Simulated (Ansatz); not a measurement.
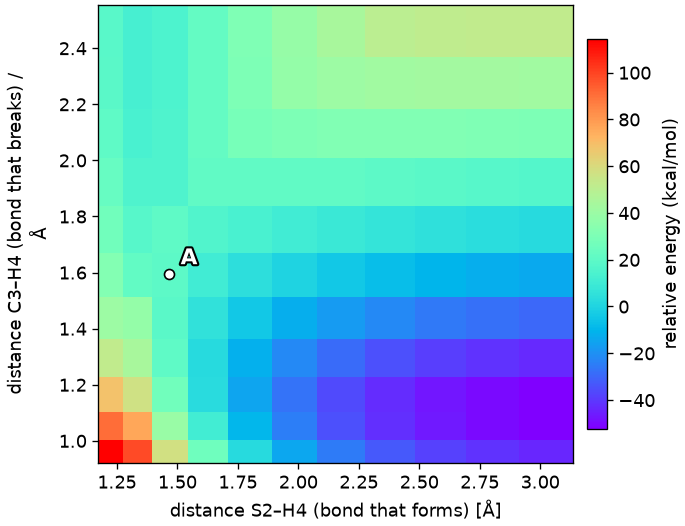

The reacting system CH6SSi (fragments CH₆SSi where the first distance is long, CH₄Si + H₂S where the second is long). Coordinates scanned: (1) distance S2–H4 (bond that forms); (2) distance C3–H4 (bond that breaks). Relaxed at each point: all other coordinates. Grid: 11 × 11 points. Points are written as (first, second). Energies are in kcal/mol, from a guessed transition structure relaxed with its forming and breaking bonds held. Energies and slopes of some neighbouring points disagree (a jump in structure or state, or too coarse a mesh). The reference is spin-restricted, so regions where a bond is pulled apart into radicals lie too high. Theory: Ansatz, RKS r2SCAN-D4/def2-SVP.

The picture shows one coloured cell a grid point, the point A.

Q: Which way does the force act at A, and how strong is it?

A: A, at (1.465 Å, 1.594 Å), is not a stationary point. The computed force is 72 kcal/mol for each Å towards larger values of the first coordinate and 6.2 kcal/mol for each Å towards smaller values of the second coordinate.
